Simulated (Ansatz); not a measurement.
# C2H5NSi: the cost of one run

Method: RKS PBE/cc-pVDZ, in Ansatz 0.2.0.

### Step 1. Starting point

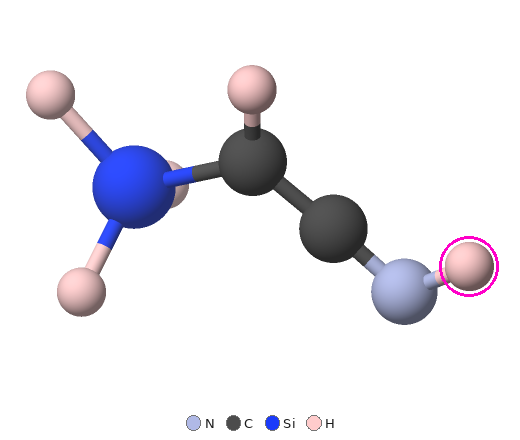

The starting structure, seen from a chosen angle (nitrogen light blue, carbon dark grey, silicon blue, hydrogen pink). Ringed: H5.

Coordinates:

```xyz
9

N     0.3234    0.5550   -2.2697
C     0.2848    0.5656   -1.1125
C     0.2744    0.5416    0.1671
Si   -0.3790   -0.8312    1.0562
H     0.7427    1.4311   -2.6650
H     0.7701    1.3450    0.7536
H    -1.8802   -0.9286    0.7788
H     0.2423   -2.1111    0.7115
H    -0.2901   -0.6138    2.5629
```

### Step 2. Relaxing end A

input.yaml reads:

```yaml
crystal:
  periodic: [false, false, false]
  atoms:
    - { symbol: "N", position_ang: [0.3234, 0.555, -2.2697] }
    - { symbol: C, position_ang: [0.2848, 0.5656, -1.1125] }
    - { symbol: C, position_ang: [0.2744, 0.5416, 0.1671] }
    - { symbol: Si, position_ang: [-0.379, -0.8312, 1.0562] }
    - { symbol: H, position_ang: [0.7427, 1.4311, -2.665] }
    - { symbol: H, position_ang: [0.7701, 1.345, 0.7536] }
    - { symbol: H, position_ang: [-1.8802, -0.9286, 0.7788] }
    - { symbol: H, position_ang: [0.2423, -2.1111, 0.7115] }
    - { symbol: H, position_ang: [-0.2901, -0.6138, 2.5629] }
basis:
  gaussian: { orbitals: cc-pVDZ }
hamiltonian:
  xc: pbe
relax:
  f_tol: 0.02
  max_steps: 50
```

Run with:

```console
$ ansatz run input.yaml --threads 2 --pin off --max-ram 3072MiB --backend cpu --events-out ev --progress --plain --runs-dir out
```

Q: Estimate wall time and peak memory on 2 threads of AMD EPYC 9R45 (Zen 5), shared host.

About 8.9 s, with a peak of 0.14 GiB.
